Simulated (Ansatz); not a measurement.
# C2H7BSi: a spread of methods and bases

Aim: run C2H7BSi under a spread of inputs, and see what each costs and gives.

The runs use Ansatz 0.2.0, Gaussian basis; the settings change from run to run.

## (1) The relaxed structure

The structure was relaxed beforehand with PBE0-D4 in a triple-zeta def2 set.

SMILES `BC1C[SiH2]1`, 11 atoms, charge 0, spin multiplicity 1.

Atoms are counted from 1 here; the program's logs count them from 0.

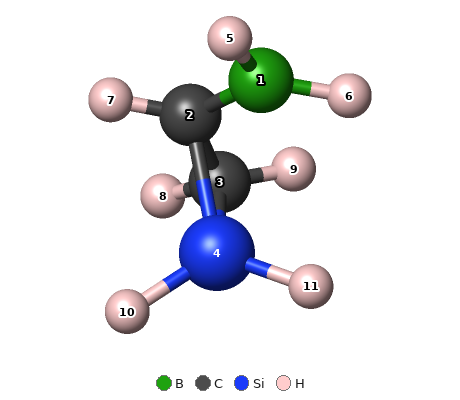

The geometry (boron green, carbon dark grey, silicon blue, hydrogen pink); atoms are numbered from 1 in the order of the file.

## (2) SVWN5/6-31++G**

in.yaml

```yaml
crystal:
  periodic: [false, false, false]
  atoms:
    - {symbol: B, position_ang: [-0.921270, 1.093167, -0.547696]}
    - {symbol: C, position_ang: [0.217164, 0.728624, 0.352726]}
    - {symbol: C, position_ang: [0.260553, -0.522586, 1.206449]}
    - {symbol: Si, position_ang: [0.475257, -0.938664, -0.581127]}
    - {symbol: H, position_ang: [-0.808170, 2.000482, -1.319929]}
    - {symbol: H, position_ang: [-1.944586, 0.462961, -0.509391]}
    - {symbol: H, position_ang: [1.137638, 1.310146, 0.329762]}
    - {symbol: H, position_ang: [1.104666, -0.619437, 1.880092]}
    - {symbol: H, position_ang: [-0.684436, -0.824824, 1.648435]}
    - {symbol: H, position_ang: [1.833287, -1.126612, -1.125724]}
    - {symbol: H, position_ang: [-0.604704, -1.620258, -1.313098]}
basis:
  gaussian: {orbitals: "6-31++G**"}
hamiltonian: {xc: {name: SVWN5}}
output: {forces: true}
```

On the command line:

```
$ ansatz run in.yaml --threads 2 --pin off --events-out ev --progress --plain --max-ram 4352MiB
```

Output, cut to the lines that bear on the results:

```text
Functional definition: SVWN5
  name "SVWN5"
  cite "Dirac, Proc. Camb. Phil. Soc. 26, 376 (1930) doi:10.1017/S0305004100016108"
  cite "Slater, Phys. Rev. 81, 385 (1951) doi:10.1103/PhysRev.81.385"
  cite "Vosko, Wilk & Nusair, Can. J. Phys. 58, 1200 (1980) doi:10.1139/p80-159"
[...]
1228 factors; their error is unknown
[...]
mean field -10680.35515441 eV, -392.4958125199 hartree, gradient 2.9e-5 eV, S^2 0.000000; 0 other end points of the search recorded, 0 dependent functions left out
[...]
reference -10680.35524858 eV, -392.4958159807 hartree; 19, 19 occupied and 103, 103 virtual orbitals, 1228 factors
Total energy: -10680.35524858 eV, -392.4958159807 hartree
Atom 0 at    -0.921270     1.093167    -0.547696 Å, force     0.233419    -0.177292     0.089840 eV/Å
Atom 1 at     0.217164     0.728624     0.352726 Å, force    -0.337004    -0.314329     0.203509 eV/Å
Atom 2 at     0.260553    -0.522586     1.206449 Å, force     0.022326     0.444335    -0.343782 eV/Å
Atom 3 at     0.475257    -0.938664    -0.581127 Å, force    -0.104323     0.061756    -0.043509 eV/Å
Atom 4 at    -0.808170     2.000482    -1.319929 Å, force     0.035038     0.198533    -0.171922 eV/Å
Atom 5 at    -1.944586     0.462961    -0.509391 Å, force    -0.222629    -0.155534     0.023839 eV/Å
Atom 6 at     1.137638     1.310146     0.329762 Å, force     0.391543     0.260438    -0.007494 eV/Å
Atom 7 at     1.104666    -0.619437     1.880092 Å, force     0.367650    -0.086770     0.277694 eV/Å
Atom 8 at    -0.684436    -0.824824     1.648435 Å, force    -0.408954    -0.153095     0.147208 eV/Å
Atom 9 at     1.833287    -1.126612    -1.125724 Å, force     0.246015     0.014411    -0.072647 eV/Å
Atom 10 at    -0.604704    -1.620258    -1.313098 Å, force    -0.223081    -0.092454    -0.102736 eV/Å
Dipole moment:     0.325597    -0.324073     0.125889 e Å
```

Run time: 1.4 s. Hardware: 2 threads of Arm Neoverse V2, shared host.

Largest force 0.562 eV/Å, dipole 2.29 D.

## (3) RPA/ANO-RCC-VTZP

Changes to in.yaml since step 2:

```diff
@@ -15,4 +15,4 @@
 basis:
-  gaussian: {orbitals: "6-31++G**"}
-hamiltonian: {xc: {name: SVWN5}}
-output: {forces: true}
+  gaussian: {orbitals: ANO-RCC-VTZP}
+hamiltonian: {xc: {name: HF}}
+correlation: {method: rpa}
```

Same command.

Output:

```text
Functional definition: HF
  name "HF"
  cite "Fock, Z. Phys. 61, 126 (1930) doi:10.1007/BF01340294"
  parent pbe
  exchange = exact_x
  correlation = 0
1271 factors; integrals over basis functions are off by at most 1.1e-3 eV
mean field evaluation 1: about -10719.4814 eV, gradient 3.3e1 eV
mean field evaluation 2: about -10719.5918 eV, gradient 3.3e1 eV
mean field evaluation 4: about -10722.9964 eV, gradient 4.2e0 eV
mean field evaluation 8: about -10723.0621 eV, gradient 1.9e-1 eV
mean field -10723.06239404 eV, -394.0652746283 hartree, gradient 9.8e-6 eV, S^2 0.000000; 0 other end points of the search recorded, 0 dependent functions left out
8 core orbitals not correlated: weight in the atoms' cores, before any rotation towards them, 1.000 or more for the frozen orbitals, at most 0.000 for the correlated occupied ones
reference -10723.06239404 eV, -394.0652746283 hartree; 11, 11 occupied and 203, 203 virtual orbitals, 1271 factors
Total energy: -10742.81183603 eV, -394.7910532348 hartree
Relativity: scalar
```

It took 11 s on 2 threads of Arm Neoverse V2, shared host; peak memory 0.55 GiB.

## (4) rPW86-PBE/cc-pVTZ-DK

Set apart from the defaults: multiplicity 3, relativity set to none.

Changes to in.yaml since step 3:

```diff
@@ -15,4 +15,4 @@
 basis:
-  gaussian: {orbitals: ANO-RCC-VTZP}
-hamiltonian: {xc: {name: HF}}
-correlation: {method: rpa}
+  gaussian: {orbitals: cc-pVTZ-DK}
+magnetization: {spin_polarized: true, initial_magnetization: 2}
+hamiltonian: {xc: {name: rPW86-PBE}, pseudopotentials: {relativity: none}}
```

Launched as before.

Output, cut to the lines that bear on the results:

```text
Functional definition: rPW86-PBE
  name "rPW86-PBE"
  cite "Murray, Lee & Langreth, J. Chem. Theory Comput. 5, 2754 (2009) doi:10.1021/ct900365q"
  cite "Perdew, Burke & Ernzerhof, Phys. Rev. Lett. 77, 3865 (1996) doi:10.1103/PhysRevLett.77.3865"
  parent pbe
[...]
1232 factors; their error is unknown
[...]
mean field -10749.19736194 eV, -395.0257169835 hartree, gradient 1.1e-5 eV, S^2 2.006177; 6 other end points of the search recorded, 0 dependent functions left out
reference -10749.19748398 eV, -395.0257214686 hartree; 20, 18 occupied and 202, 204 virtual orbitals, 1232 factors
WARN: the results are in doubt because the basis set is contracted for relativity, which is off
Total energy: -10749.19748398 eV, -395.0257214686 hartree
In doubt: the basis set is contracted for relativity, which is off
```

Run time: 47 s. Hardware: 2 threads of Arm Neoverse V2, shared host; peak memory 0.78 GiB.

⟨S²⟩ 2.006. The log holds a warning on this run.

## (5) revPBE/def2-TZVP

Options: charge +1, multiplicity 2, D3(BJ) dispersion, high accuracy.

Changes to in.yaml since step 4:

```diff
@@ -15,4 +15,7 @@
 basis:
-  gaussian: {orbitals: cc-pVTZ-DK}
-magnetization: {spin_polarized: true, initial_magnetization: 2}
-hamiltonian: {xc: {name: rPW86-PBE}, pseudopotentials: {relativity: none}}
+  gaussian: {orbitals: def2-TZVP}
+total_charge: 1
+magnetization: {spin_polarized: true, initial_magnetization: 1}
+hamiltonian: {xc: {name: revPBE}, dispersion: d3bj}
+accuracy: high
+output: {forces: true}
```

Same command.

Output, cut to the lines that bear on the results:

```text
Functional definition: revPBE
  name "revPBE"
  cite "Zhang & Yang, Phys. Rev. Lett. 80, 890 (1998) doi:10.1103/PhysRevLett.80.890"
  cite "Perdew, Burke & Ernzerhof, Phys. Rev. Lett. 77, 3865 (1996) doi:10.1103/PhysRevLett.77.3865"
[...]
3225 factors; integrals over basis functions are off by at most 4.0e-9 eV
[...]
mean field -10730.36308143 eV, -394.3335699411 hartree, gradient 3.8e-8 eV, S^2 0.753474; 4 other end points of the search recorded, 0 dependent functions left out
[...]
reference -10730.36308725 eV, -394.3335701550 hartree; 19, 18 occupied and 153, 154 virtual orbitals, 3225 factors
Total energy: -10730.94383612 eV, -394.3549122825 hartree
Atom 0 at    -0.921270     1.093167    -0.547696 Å, force    -2.117764     0.585836    -1.171259 eV/Å
Atom 1 at     0.217164     0.728624     0.352726 Å, force     1.676199    -0.901329     1.961787 eV/Å
Atom 2 at     0.260553    -0.522586     1.206449 Å, force    -0.275438     2.540852     1.329694 eV/Å
Atom 3 at     0.475257    -0.938664    -0.581127 Å, force     0.365315    -1.668516    -2.123933 eV/Å
Atom 4 at    -0.808170     2.000482    -1.319929 Å, force     0.041155     0.128596     0.227605 eV/Å
Atom 5 at    -1.944586     0.462961    -0.509391 Å, force     0.094484    -0.088982    -0.110654 eV/Å
Atom 6 at     1.137638     1.310146     0.329762 Å, force     0.416962     0.025387    -0.000810 eV/Å
Atom 7 at     1.104666    -0.619437     1.880092 Å, force     0.368200    -0.137477     0.077112 eV/Å
Atom 8 at    -0.684436    -0.824824     1.648435 Å, force    -0.501893    -0.601140    -0.293268 eV/Å
Atom 9 at     1.833287    -1.126612    -1.125724 Å, force     0.120978     0.128636     0.049964 eV/Å
Atom 10 at    -0.604704    -1.620258    -1.313098 Å, force    -0.188198    -0.011863     0.053761 eV/Å
Dipole moment:     0.237415    -0.225023     0.127495 e Å
```

Wall time 23 s (2 threads of Arm Neoverse V2, shared host); peak memory 0.83 GiB.

Largest force 2.881 eV/Å, ⟨S²⟩ 0.753.

## (6) CAM-B3LYP/cc-pVDZ

Options: unrestricted orbitals, finite nuclei, a point charge of -1.00 e beside it, the search for lower states set to full.

Changes to in.yaml since step 5:

```diff
@@ -15,7 +15,6 @@
 basis:
-  gaussian: {orbitals: def2-TZVP}
-total_charge: 1
-magnetization: {spin_polarized: true, initial_magnetization: 1}
-hamiltonian: {xc: {name: revPBE}, dispersion: d3bj}
-accuracy: high
+  gaussian: {orbitals: cc-pVDZ, nuclear_model: gaussian, point_charges: [{charge: -1.00, position_ang: [4.673, 0.013, 0.024]}]}
+magnetization: {spin_polarized: true, initial_magnetization: 0}
+hamiltonian: {xc: {name: CAM-B3LYP}}
+scf: {lower_state_search: full}
 output: {forces: true}
```

Launched as before.

Output, cut to the lines that bear on the results:

```text
Functional definition: CAM-B3LYP
  name "CAM-B3LYP"
  cite "Yanai, Tew & Handy, Chem. Phys. Lett. 393, 51 (2004) doi:10.1016/j.cplett.2004.06.011"
  cite "Iikura, Tsuneda, Yanai & Hirao, J. Chem. Phys. 115, 3540 (2001) doi:10.1063/1.1383587"
  cite "Becke, Phys. Rev. A 38, 3098 (1988) doi:10.1103/PhysRevA.38.3098"
  cite "Lee, Yang & Parr, Phys. Rev. B 37, 785 (1988) doi:10.1103/PhysRevB.37.785"
  cite "Vosko, Wilk & Nusair, Can. J. Phys. 58, 1200 (1980) doi:10.1139/p80-159"
[...]
  # Exact exchange under (alpha + beta erf(omega r))/r, Becke's under what is left of 1/r.
[...]
878 factors; integrals over basis functions are off by at most 1.1e-3 eV
348 factors; integrals over basis functions are off by at most 1.5e-5 eV
[...]
mean field -10738.99040934 eV, -394.6506183942 hartree, gradient 5.9e-5 eV, S^2 0.000000; 0 other end points of the search recorded, 0 dependent functions left out
[...]
Atom 1 at     0.217164     0.728624     0.352726 Å, force    -0.445619     0.319540     0.091482 eV/Å
Atom 2 at     0.260553    -0.522586     1.206449 Å, force    -0.136064     0.070468     0.037800 eV/Å
Atom 3 at     0.475257    -0.938664    -0.581127 Å, force     0.723677    -0.295775    -0.319093 eV/Å
Atom 4 at    -0.808170     2.000482    -1.319929 Å, force    -0.011252     0.208718    -0.177268 eV/Å
Atom 5 at    -1.944586     0.462961    -0.509391 Å, force    -0.274574    -0.072817     0.008785 eV/Å
Atom 6 at     1.137638     1.310146     0.329762 Å, force     0.257829     0.020446    -0.042128 eV/Å
Atom 7 at     1.104666    -0.619437     1.880092 Å, force     0.297790    -0.027678     0.067318 eV/Å
Atom 8 at    -0.684436    -0.824824     1.648435 Å, force    -0.297632    -0.047973     0.120998 eV/Å
Atom 9 at     1.833287    -1.126612    -1.125724 Å, force     0.044648     0.006674    -0.028979 eV/Å
Atom 10 at    -0.604704    -1.620258    -1.313098 Å, force    -0.224692    -0.072123    -0.014194 eV/Å
Dipole moment:     0.675239    -0.336891     0.126112 e Å
```

Wall time 3.8 s (2 threads of Arm Neoverse V2, shared host).

Largest force 0.844 eV/Å, dipole 3.67 D, ⟨S²⟩ 0.000.

## (7) PBE/STO-3G

This run has atoms shaken by 0.03 Å, finite nuclei, D3(BJ) dispersion.

in.yaml

```yaml
crystal:
  periodic: [false, false, false]
  atoms:
    - {symbol: B, position_ang: [-0.886670, 1.125763, -0.547311]}
    - {symbol: C, position_ang: [0.223634, 0.704434, 0.316132]}
    - {symbol: C, position_ang: [0.251613, -0.514114, 1.264772]}
    - {symbol: Si, position_ang: [0.462081, -0.917028, -0.576924]}
    - {symbol: H, position_ang: [-0.848761, 2.020816, -1.318271]}
    - {symbol: H, position_ang: [-1.939056, 0.432753, -0.534449]}
    - {symbol: H, position_ang: [1.092491, 1.340658, 0.319081]}
    - {symbol: H, position_ang: [1.113246, -0.551047, 1.901777]}
    - {symbol: H, position_ang: [-0.674030, -0.815673, 1.629518]}
    - {symbol: H, position_ang: [1.832893, -1.153757, -1.065274]}
    - {symbol: H, position_ang: [-0.606667, -1.656675, -1.294695]}
basis:
  gaussian: {orbitals: STO-3G, nuclear_model: gaussian}
hamiltonian: {xc: {name: PBE}, dispersion: d3bj}
```

The command is unchanged.

Output:

```text
Functional definition: PBE
  name "PBE"
  cite "Perdew, Burke & Ernzerhof, Phys. Rev. Lett. 77, 3865 (1996) doi:10.1103/PhysRevLett.77.3865"
  parent pbe
  parameter kappa = 0.804
  parameter beta = 0.06672455060314922
  exchange = pbe_x(kappa = kappa, mu = beta*pi^2/3)
  correlation = pbe_c(beta = beta)
397 factors; integrals over basis functions are off by at most 7.6e-5 eV
mean field evaluation 1: about -10604.4517 eV, gradient 2.2e1 eV
mean field evaluation 2: about -10602.7892 eV, gradient 3.0e1 eV
mean field evaluation 4: about -10606.3925 eV, gradient 1.3e0 eV
mean field evaluation 8: about -10606.2780 eV, gradient 4.5e-2 eV
mean field -10606.27799788 eV, -389.7735272288 hartree, gradient 3.9e-5 eV, S^2 0.000000; 0 other end points of the search recorded, 0 dependent functions left out
reference -10606.27802017 eV, -389.7735280477 hartree; 19, 19 occupied and 12, 12 virtual orbitals, 397 factors
Total energy: -10606.50830174 eV, -389.7819907395 hartree
```

Run time: 0.55 s. Hardware: 2 threads of Arm Neoverse V2, shared host.

## (8) r2SCAN0/pcseg-2

This run has charge +1, multiplicity 2, high accuracy.

in.yaml

```yaml
crystal:
  periodic: [false, false, false]
  atoms:
    - {symbol: B, position_ang: [-0.921270, 1.093167, -0.547696]}
    - {symbol: C, position_ang: [0.217164, 0.728624, 0.352726]}
    - {symbol: C, position_ang: [0.260553, -0.522586, 1.206449]}
    - {symbol: Si, position_ang: [0.475257, -0.938664, -0.581127]}
    - {symbol: H, position_ang: [-0.808170, 2.000482, -1.319929]}
    - {symbol: H, position_ang: [-1.944586, 0.462961, -0.509391]}
    - {symbol: H, position_ang: [1.137638, 1.310146, 0.329762]}
    - {symbol: H, position_ang: [1.104666, -0.619437, 1.880092]}
    - {symbol: H, position_ang: [-0.684436, -0.824824, 1.648435]}
    - {symbol: H, position_ang: [1.833287, -1.126612, -1.125724]}
    - {symbol: H, position_ang: [-0.604704, -1.620258, -1.313098]}
basis:
  gaussian: {orbitals: pcseg-2}
total_charge: 1
magnetization: {spin_polarized: true, initial_magnetization: 1}
hamiltonian: {xc: {name: r2SCAN0}}
accuracy: high
output: {forces: true}
```

Launched as before.

Output, cut to the lines that bear on the results:

```text
Functional definition: r2SCAN0
  name "r2SCAN0"
  cite "Bursch, Neugebauer, Ehlert & Grimme, J. Chem. Phys. 156, 134105 (2022) doi:10.1063/5.0086040"
  cite "Furness, Kaplan, Ning, Perdew & Sun, J. Phys. Chem. Lett. 11, 8208 (2020) doi:10.1021/acs.jpclett.0c02405"
  cite "Furness, Kaplan, Ning, Perdew & Sun, J. Phys. Chem. Lett. 11, 9248 (2020) doi:10.1021/acs.jpclett.0c03077"
  parent r2scan
[...]
4100 factors; integrals over basis functions are off by at most 6.3e-9 eV
[...]
mean field -10729.97982299 eV, -394.3194854534 hartree, gradient 5.8e-8 eV, S^2 0.757564; 2 other end points of the search recorded, 0 dependent functions left out
[...]
reference -10729.97982720 eV, -394.3194856082 hartree; 19, 18 occupied and 203, 204 virtual orbitals, 4100 factors
Total energy: -10729.97982720 eV, -394.3194856082 hartree
[...]
Atom 1 at     0.217164     0.728624     0.352726 Å, force     1.846480    -1.330391     2.207483 eV/Å
Atom 2 at     0.260553    -0.522586     1.206449 Å, force    -0.275096     2.839047     0.957828 eV/Å
Atom 3 at     0.475257    -0.938664    -0.581127 Å, force     0.480919    -1.819836    -1.892699 eV/Å
Atom 4 at    -0.808170     2.000482    -1.319929 Å, force     0.040869    -0.203616     0.389000 eV/Å
Atom 5 at    -1.944586     0.462961    -0.509391 Å, force     0.373091     0.092035    -0.033064 eV/Å
Atom 6 at     1.137638     1.310146     0.329762 Å, force    -0.000159    -0.185550     0.024715 eV/Å
Atom 7 at     1.104666    -0.619437     1.880092 Å, force     0.033796    -0.081234    -0.240924 eV/Å
Atom 8 at    -0.684436    -0.824824     1.648435 Å, force    -0.126628    -0.449628    -0.514490 eV/Å
Atom 9 at     1.833287    -1.126612    -1.125724 Å, force    -0.190212     0.173106     0.160534 eV/Å
Atom 10 at    -0.604704    -1.620258    -1.313098 Å, force     0.049930     0.196223     0.187745 eV/Å
Dipole moment:     0.246318    -0.230731     0.110181 e Å
```

It took 67 s on 2 threads of Arm Neoverse V2, shared host; peak memory 1.8 GiB.

Largest force 3.171 eV/Å, ⟨S²⟩ 0.758.

## (9) wB97M-V/STO-3G

Set apart from the defaults: high accuracy.

Changes to in.yaml since step 8:

```diff
@@ -15,7 +15,4 @@
 basis:
-  gaussian: {orbitals: pcseg-2}
-total_charge: 1
-magnetization: {spin_polarized: true, initial_magnetization: 1}
-hamiltonian: {xc: {name: r2SCAN0}}
+  gaussian: {orbitals: STO-3G}
+hamiltonian: {xc: {name: wB97M-V}}
 accuracy: high
-output: {forces: true}
```

The command is unchanged.

Output, cut to the lines that bear on the results:

```text
Functional definition: wB97M-V
  name "wB97M-V"
  cite "Mardirossian & Head-Gordon, J. Chem. Phys. 144, 214110 (2016) doi:10.1063/1.4952647"
  cite "Becke, J. Chem. Phys. 107, 8554 (1997) doi:10.1063/1.475007"
  cite "Vydrov & Van Voorhis, J. Chem. Phys. 133, 244103 (2010) doi:10.1063/1.3521275"
  # Of w^i u^j: cxij and so on, Table III.
[...]
  gx(w, u) = 1 - cx + cx01*u + cx10*w
  gss(w, u) = css00 + css04*u^4 + css10*w + css20*w^2 + css43*w^4*u^3
  gos(w, u) = cos00 + cos10*w + (cos20 + cos21*u)*w^2 + (cos60 + cos61*u)*w^6
[...]
      + integral(e_c_pw_mod_opposite_spin*gos(b97_w_opposite, b97_u_opposite)) + vv10(b, c)
670 factors; integrals over basis functions are off by at most 2.5e-8 eV
239 factors; integrals over basis functions are off by at most 8.8e-10 eV
[...]
mean field -10615.22220992 eV, -390.1022209585 hartree, gradient 2.1e-8 eV, S^2 0.000000; 0 other end points of the search recorded, 0 dependent functions left out
reference -10615.22221317 eV, -390.1022210778 hartree; 19, 19 occupied and 12, 12 virtual orbitals, 670 factors
Total energy: -10615.22221317 eV, -390.1022210778 hartree
```

Run time: 23 s. Hardware: 2 threads of Arm Neoverse V2, shared host.

## (10) The runs in one table

```csv
level,charge,multiplicity,geometry,functions,energy (eV),time
SVWN5/6-31++G**,0,1,relaxed,122,-10680.355,1.4 s
RPA/ANO-RCC-VTZP,0,1,relaxed,222,-10742.812,11 s
rPW86-PBE/cc-pVTZ-DK,0,3,relaxed,222,-10749.197,47 s
revPBE/def2-TZVP,1,2,relaxed,172,-10730.944,23 s
CAM-B3LYP/cc-pVDZ,0,1,"relaxed, point charge",95,-10738.991,3.8 s
PBE/STO-3G,0,1,shaken,31,-10606.508,0.55 s
r2SCAN0/pcseg-2,1,2,relaxed,222,-10729.980,67 s
wB97M-V/STO-3G,0,1,relaxed,31,-10615.222,23 s
```

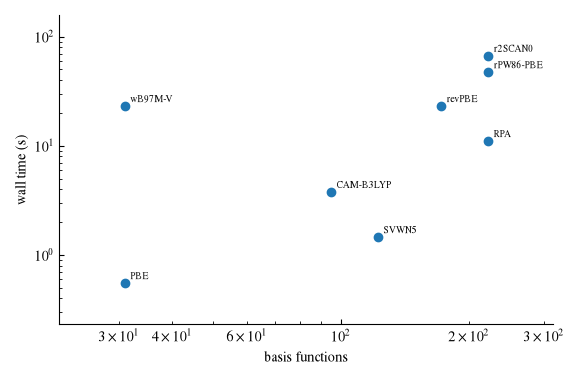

Wall time against the number of basis functions (shared host).

## (11) What came out

```
                                         quantity                  value
                                             runs                      8
                                         quickest     PBE/STO-3G, 0.55 s
                                          slowest  r2SCAN0/pcseg-2, 67 s
spread of total energies, same state and geometry               127.6 eV
```

**Reading.** Run time spans a factor of 121, from PBE/STO-3G to r2SCAN0/pcseg-2. The jobs differ in tasks and options as well as level. Total energies at one charge and spin differ by 128 eV between levels, so only differences within one level mean anything. Some of these runs are scalar-relativistic and others not, which shifts the totals of all-electron atoms past neon by eV; core potentials, where a basis has them, take the core out of the total altogether. At the PBE0-D4/def2-TZVP geometry and in the same state, runs without warnings or point charges leave forces up to 0.56 eV/Å (SVWN5/6-31++G**).
